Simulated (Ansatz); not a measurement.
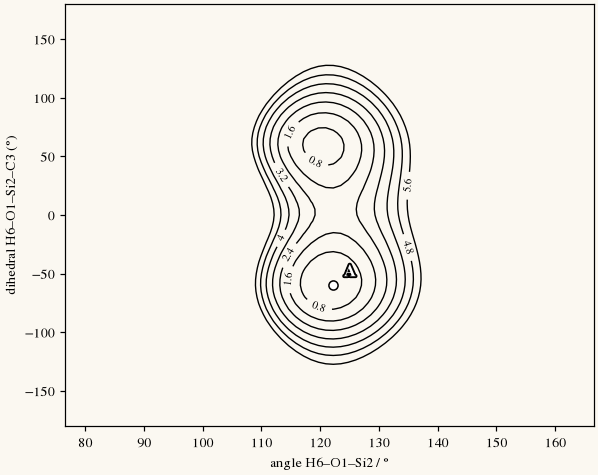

CH4BrFOSi, SMILES O[SiH2]C(F)Br. The first coordinate is: angle H6–O1–Si2; the second: dihedral H6–O1–Si2–C3. Nothing is relaxed (all other coordinates rigid). The grid has 13 × 12 points. Energies: kJ/mol, counted from the lowest grid point. Theory: RHF/def2-SVP in Ansatz 0.2.0.

In the figure: contour lines labelled in kJ/mol (none above 5.6), the point A. Between grid points the surface is interpolated.

### Find the lowest pass out of the well at A.

The easiest path leads from the well at angle H6–O1–Si2 = 121.6°, dihedral H6–O1–Si2–C3 = −60° to the well at angle H6–O1–Si2 = 121.6°, dihedral H6–O1–Si2–C3 = 60°, about 0.42 kJ/mol higher (on a rigid scan; wells that are mirror images or exchange like atoms can differ by this much). Its highest point lies about 2 kJ/mol above the bottom of the first well on the interpolated surface, at angle H6–O1–Si2 = 121.6°, dihedral H6–O1–Si2–C3 = 0°. Seen from the upper well the barrier is about 1.6 kJ/mol. The start is the relaxed structure and all else is held, so a fully relaxed path at this level can only be lower.

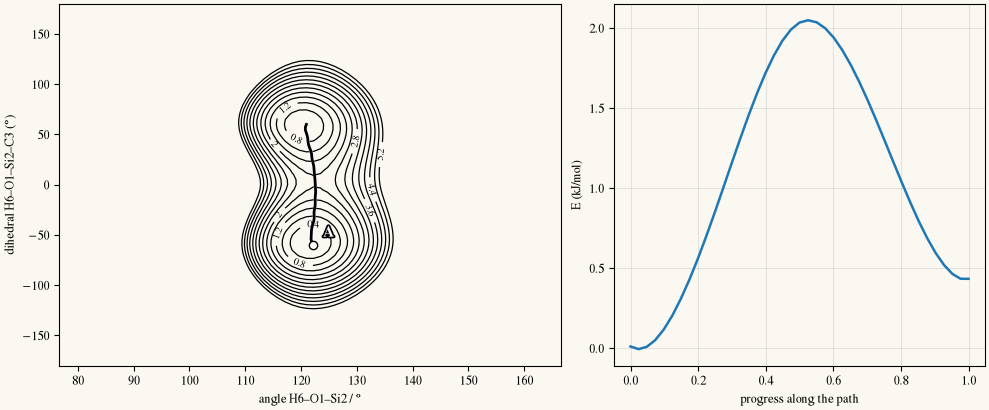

Drawn: contour lines labelled in kJ/mol (none above 5.2), a line along the lowest path, the energy along the path at the right. Between grid points the surface is interpolated.
